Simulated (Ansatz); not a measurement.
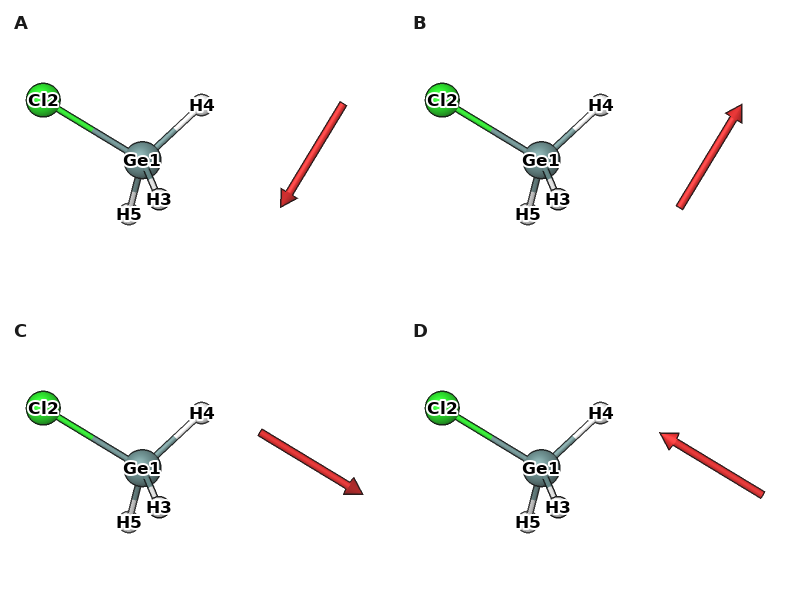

The same molecule four times, each with an arrow. Computed geometry: PBE0-D4/def2-TZVP optimisation. Method: RKS PBE0-D4/def2-TZVP (Ansatz 0.2.0).

> Which arrow points along the dipole moment, from the negative to the positive end?

C. The dipole moment is 1.97 D; it points from the side of Cl2 to the side of H3, H4, H5 (the outermost atoms at the two ends).
